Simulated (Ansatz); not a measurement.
# Tunnelling across a broken C chain: predicting one gap

Set-up. Ansatz 0.2.0, plane waves with PAW datasets at the program's default cutoffs, Fermi-Dirac smearing of 0.05 eV, chains in boxes 7.5 Å wide or more, moments seeded when the perfect chain is relaxed. PBE, no spin-orbit coupling; one bond is opened by s Å beyond its relaxed length, the other atoms of a straight cell of 16 kept, without spin, and the conductance taken at 300 K.

```
   run     G (G₀)  largest error term (%)    s    ln G
+1.2 Å     0.1131                       4  1.2   −2.18
+1.8 Å   0.008614                       2  1.8  −4.754
+2.5 Å  0.0006631                       2  2.5  −7.319
+4.2 Å  2.077e-06                       4  4.2  −13.08
```

One run is withheld: run = +3.3 Å, with s = 3.3. Fit a straight line ln G = a + b × s to the 4 rows shown and predict it.

**Fit.** The means are 2.425 for s and −6.834 for ln G. The sum of products of deviations is −18.13 and the sum of squares in s is 5.048, so b = −18.13 / 5.048 = −3.592 and a = −6.834 − (−3.592) × 2.425 = 1.877. The residuals' standard deviation, with 2 degrees of freedom, is σ = 0.28.

**Prediction.** ln G = 1.877 + (−3.592) × 3.3 = −9.978, that is 4.64e-05 G₀. The run gave 4.29e-05 G₀ (ln G = −10.06), so the prediction less the run is +0.078. The standard error of a prediction there, σ√(1 + 1/4 + (3.3 − 2.425)²/5.048), is 0.33, and the miss is 0.24 times that, for a point between the fitted rows. With so few rows σ is itself uncertain.

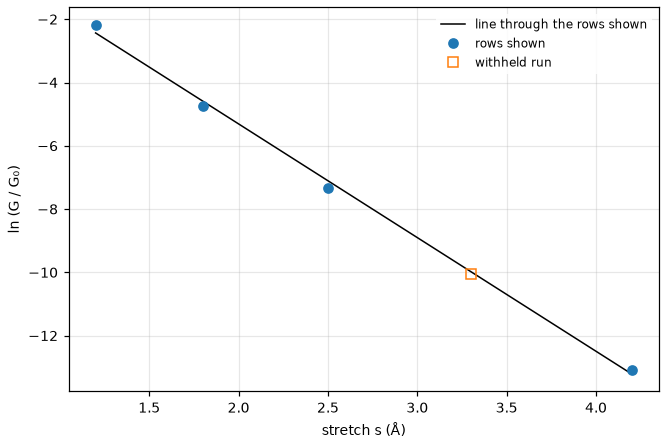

The fitted line, the rows shown and the withheld run.

Caveats: Between neighbouring runs the slope of ln G lies between −4.29 and −3.37 per Å, so one exponential is an approximation. Error terms (up to 4 %, withheld run included) bound how much a small miss can mean. Broken ends may want a moment where none was allowed. No image potential, spin-orbit coupling or relaxation; a bent or dimerised chain may be lower in energy. Series of this kind are told only where this holds: one magnetic state in all runs, error terms under 60 %, and the runs' own leads conduct as the perfect chain does. 36 of 42 did.

[Logs are printed without paths, hosts, clocks, repeated set-up lines and the standing remarks that a program may print on its own settings, such as how far it seeks lower states.]
